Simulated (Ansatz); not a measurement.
# HBr (hydrogen bromide): HF/STO-3G

What is the vertical singlet–triplet gap of HBr (hydrogen bromide) at HF/STO-3G? 

The calculation is run with Ansatz 0.2.0.

30 further runs of the same task are left out: 30 set aside as unsound or not needed.

### Step 1. Starting point

The species is HBr (2 atoms), meant as a singlet with charge 0. SMILES: `Br`. Geometry: relaxed at PBE0-D4/def2-TZVP.

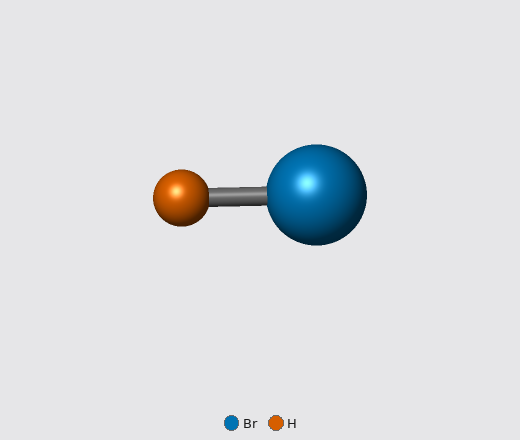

Viewed from a chosen angle; bromine blue, hydrogen orange.

### Step 2. A single-point energy at HF/STO-3G

input.yaml

```yaml
crystal:
  periodic: [false, false, false]
  atoms:
    - {symbol: Br, position_ang: [-0.603220, 0.217960, -0.305050]}
    - {symbol: H, position_ang: [0.603220, -0.217960, 0.305050]}
basis:
  gaussian:
    orbitals: STO-3G
hamiltonian:
  xc: hf
accuracy: high
output: {orbitals: {seedname: orbitals}}
```

The run is started by

```
$ ansatz run input.yaml --threads 1 --pin off --max-ram 3480MiB --events-out events.jsonl --progress --plain --runs-dir runs
```

Log:

```text
Warning: RAYON_NUM_THREADS=1 ignored (pool sized by the plan → 1); use --threads N
Functional definition: HF
  name "HF"
  exchange = exact_x
  correlation = 0
211 factors; integrals over basis functions are off by at most 9.5e-9 eV
mean field evaluation 1: about -69258.5591 eV, gradient 1.1e1 eV
mean field evaluation 2: about -69258.5711 eV, gradient 1.1e1 eV
mean field evaluation 4: about -69259.1866 eV, gradient 2.6e-2 eV
mean field evaluation 8: about -69259.1862 eV, gradient 8.1e-6 eV
mean field -69259.18620241 eV, -2545.2281473759 hartree, gradient 2.2e-8 eV, S^2 0.000000; 0 other end points of the search recorded, 0 dependent functions left out
reference -69259.18620241 eV, -2545.2281473759 hartree; 18, 18 occupied and 1, 1 virtual orbitals, 211 factors
Total energy: -69259.18620241 eV, -2545.2281473759 hartree
```

It took 0.08 s on 1 thread of Arm Neoverse V2, shared host.

### Step 3. The triplet at the same level

input.yaml

```yaml
crystal:
  periodic: [false, false, false]
  atoms:
    - symbol: Br
      position_ang: [-0.603220, 0.217960, -0.305050]
    - symbol: H
      position_ang: [0.603220, -0.217960, 0.305050]
basis:
  gaussian:
    orbitals: STO-3G
magnetization:
  spin_polarized: true
  initial_magnetization: 2
hamiltonian:
  xc: hf
accuracy: high
output: {orbitals: {seedname: orbitals}}
```

The run is started by

```
$ ansatz run input.yaml --threads 1 --pin off --max-ram 3480MiB --events-out events.jsonl --progress --plain --runs-dir runs
```

Log:

```text
Warning: RAYON_NUM_THREADS=1 ignored (pool sized by the plan → 1); use --threads N
[... 4 set-up lines as earlier in the session ...]
211 factors; integrals over basis functions are off by at most 9.5e-9 eV
mean field evaluation 1: about -69250.3790 eV, gradient 4.5e0 eV
mean field evaluation 2: about -69250.4522 eV, gradient 4.5e0 eV
mean field evaluation 4: about -69250.7349 eV, gradient 6.3e-2 eV
mean field evaluation 8: about -69250.7351 eV, gradient 2.4e-5 eV
mean field -69250.73514743 eV, -2544.9175768339 hartree, gradient 2.9e-8 eV, S^2 2.000000; 0 other end points of the search recorded, 0 dependent functions left out
reference -69250.73514743 eV, -2544.9175768339 hartree; 19, 17 occupied and 0, 2 virtual orbitals, 211 factors
Total energy: -69250.73514743 eV, -2544.9175768339 hartree
```

It took 0.08 s on 1 thread of Arm Neoverse V2, shared host.

### Step 4. What came out

At HF/STO-3G:

| quantity | value |
| --- | --- |
| singlet: total energy | -2545.22815 Eh |
| singlet: HOMO energy | -9.07 eV |
| singlet: LUMO energy | 10.72 eV |
| singlet: HOMO–LUMO gap | 19.79 eV |
| triplet: total energy | -2544.91758 Eh |
| triplet: HOMO energy (highest over α and β) | -0.70 eV |
| triplet: LUMO energy (lowest over α and β) | 2.03 eV |
| triplet: ⟨S²⟩ | 2.000 |
| vertical energy of the triplet above the singlet | 8.451 eV |

What this shows: At this shape the triplet lies 8.45 eV (815 kJ/mol) above the singlet. In a minimal basis such a difference can be off by several eV, whatever the method.
